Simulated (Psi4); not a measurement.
# TPSS/def2-SVP (density fitting with def2-universal-jkfit, sweep point 3) run of CH5BO (SMILES CBO)

What is the vertical ionisation energy of CH5BO at TPSS/def2-SVP (density fitting with def2-universal-jkfit, sweep point 3)? 

The results are computed with Psi4 1.11.

3 further runs of the same task are left out: 3 that didn't finish.

### 1 The system as given

CH5BO has 8 atoms, charge 0, and is taken as a singlet. As SMILES, `CBO`. The shape is that of a PBE0-D4/def2-TZVP optimisation. This is one conformer, not always the lowest.

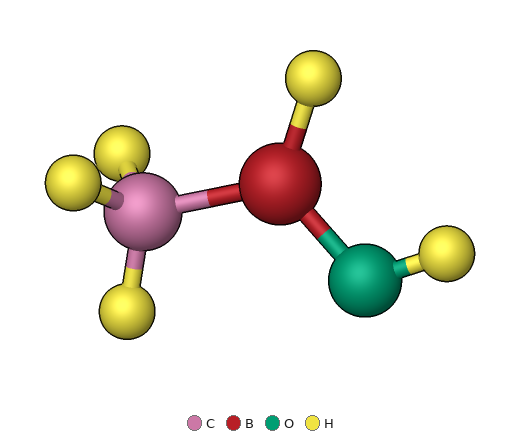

Viewed from a chosen angle; carbon pink, boron red, oxygen teal, hydrogen yellow.

### 2 The energy at TPSS/def2-SVP (density fitting with def2-universal-jkfit, sweep point 3)

calc.dat

```
memory 1600 MB

molecule geom {
  0 1
  C     -1.16898458     1.34227247    -0.61340510
  B      0.96149265    -0.45372324     0.34052865
  O      0.45485708    -2.94476022     0.67198661
  H     -2.96365748     0.38021290    -0.94372923
  H     -0.58298051     2.27730895    -2.36574814
  H     -1.47493124     2.87257268     0.74776463
  H      3.06230118     0.30821433     0.79519675
  H      1.88632462    -3.88981225     1.26177013
  units bohr
  symmetry c1
}

set {
  basis def2-SVP
  reference rks
  puream true
  scf_type df
  dft_radial_points 99
  dft_spherical_points 590
  df_basis_scf def2-universal-jkfit
}

E, wfn = energy('tpss', return_wfn=True)
print_variables()
```

Command:

```console
psi4 -n 1 calc.dat calc.out
```

calc.out:

```text
[...]
  Running in c1 symmetry.
[...]
  Nuclear repulsion =   66.592600909552957
[...]
  Multiplicity = 1
[...]
  Nalpha       = 12
  Nbeta        = 12
[...]
    Number of basis functions: 67
[...]
   @DF-RKS iter   1:  -140.77226408707941   -2.20860e-01   1.33388e-02 DIIS/ADIIS
[...]
   @DF-RKS iter   9:  -141.15804355417680   -9.37717e-09   1.91280e-07 DIIS
[...]
    Orbital Energies [Eh]
    ---------------------
    Doubly Occupied:
       1A    -18.912550     2A     -9.968871     3A     -6.610005
       4A     -0.948272     5A     -0.632250     6A     -0.505369
       7A     -0.408271     8A     -0.358247     9A     -0.344437
      10A     -0.327725    11A     -0.310516    12A     -0.261853
[...]
  @DF-RKS Final Energy:  -141.15804355417680
   => Energetics <=
    Nuclear Repulsion Energy =             66.5926009095529565
    One-Electron Energy =                -322.6141977988477834
    Two-Electron Energy =                 134.8536442672843805
    DFT Exchange-Correlation Energy =     -19.9900909321663747
    Empirical Dispersion Energy =           0.0000000000000000
    VV10 Nonlocal Energy =                  0.0000000000000000
    Total Energy =                       -141.1580435541767997
[...]
 Multipole Moments:
 ------------------------------------------------------------------------------------
     Multipole            Electronic (a.u.)      Nuclear  (a.u.)        Total (a.u.)
 ------------------------------------------------------------------------------------
 L = 1.  Multiply by 2.5417464519 to convert [e a0] to [Debye]
 Dipole X            :          1.0395018           -0.6891150            0.3503867
 Dipole Y            :         -2.9225032            2.7164517           -0.2060515
 Dipole Z            :          0.8578870           -0.7182437            0.1396432
 Magnitude           :                                                    0.4298003
[...]
```

It took 50 s on 1 thread of AMD EPYC 7R43 (Zen 3), shared host; peak memory 1.2 GiB.

### 3 The doublet cation, same level

calc.dat: that of step 2 with these lines changed.

```diff
@@ -2,4 +2,4 @@
 
-molecule geom {
-  0 1
+molecule mol {
+  1 2
   C     -1.16898458     1.34227247    -0.61340510
@@ -18,3 +18,3 @@
   basis def2-SVP
-  reference rks
+  reference uks
   puream true
@@ -24,5 +24,5 @@
   df_basis_scf def2-universal-jkfit
+  maxiter 150
 }
 
-E, wfn = energy('tpss', return_wfn=True)
-print_variables()
+energy("tpss")
```

Command:

```console
psi4 calc.dat calc.out -n 1
```

calc.out:

```text
[...]
  Running in c1 symmetry.
[...]
  Nuclear repulsion =   66.592600909552957
[...]
  Multiplicity = 2
[...]
  Nalpha       = 12
  Nbeta        = 11
[...]
    Number of basis functions: 67
[...]
   @DF-UKS iter   1:  -140.48639964498526    6.50045e-02   1.10882e-02 ADIIS/DIIS
[...]
   @DF-UKS iter  10:  -140.76338436994152   -9.16810e-08   9.76371e-07 DIIS
[...]
   @S^2 Observed:                7.541301065E-01
[...]
    Orbital Energies [Eh]
    ---------------------
    Alpha Occupied:
       1A    -19.215580     2A    -10.255558     3A     -6.932564
       4A     -1.239619     5A     -0.913933     6A     -0.788096
       7A     -0.725310     8A     -0.638830     9A     -0.621979
      10A     -0.600802    11A     -0.583330    12A     -0.580347
    Alpha Virtual:
      13A     -0.289618    14A     -0.178112    15A     -0.129522
      16A     -0.094088    17A     -0.088982    18A     -0.082134
      19A     -0.033783    20A      0.005931    21A      0.032294
      22A      0.075729    23A      0.078270    24A      0.211377
      25A      0.240973    26A      0.262116    27A      0.325338
[...]
  @DF-UKS Final Energy:  -140.76338436994152
   => Energetics <=
    Nuclear Repulsion Energy =             66.5926009095529565
    One-Electron Energy =                -315.7727326523937563
    Two-Electron Energy =                 128.0431999946917756
    DFT Exchange-Correlation Energy =     -19.6264526217925059
    Empirical Dispersion Energy =           0.0000000000000000
    VV10 Nonlocal Energy =                  0.0000000000000000
    Total Energy =                       -140.7633843699415195
[...]
 Multipole Moments:
 ------------------------------------------------------------------------------------
     Multipole            Electronic (a.u.)      Nuclear  (a.u.)        Total (a.u.)
 ------------------------------------------------------------------------------------
 L = 1.  Multiply by 2.5417464519 to convert [e a0] to [Debye]
 Dipole X            :          1.4059011           -0.6891150            0.7167861
 Dipole Y            :         -2.3603375            2.7164517            0.3561142
 Dipole Z            :          0.8550140           -0.7182437            0.1367703
 Magnitude           :                                                    0.8119764
[...]
```

Run time: 82 s. Hardware: 1 thread of AMD EPYC 7R43 (Zen 3), shared host; peak memory 1.2 GiB.

### 4 Summary of results

Level: TPSS/def2-SVP (density fitting with def2-universal-jkfit, sweep point 3).

| quantity | value |
| --- | --- |
| singlet CH5BO: total energy | -141.15804 Eh |
| singlet CH5BO: dipole moment | 1.09 D |
| singlet CH5BO: HOMO energy | -7.13 eV |
| singlet CH5BO: LUMO energy | -0.38 eV |
| singlet CH5BO: HOMO–LUMO gap | 6.74 eV |
| doublet cation: total energy | -140.76338 Eh |
| doublet cation: HOMO energy (highest over α and β) | -15.76 eV |
| doublet cation: LUMO energy (lowest over α and β) | -14.33 eV |
| doublet cation: ⟨S²⟩ | 0.754 |
| vertical ionisation energy (to the doublet cation) | 10.739 eV |

In words: Removing an electron at fixed nuclei costs 10.74 eV (1036 kJ/mol). The negative HOMO energy of the first species, 7.13 eV, lies 3.61 eV below that difference.
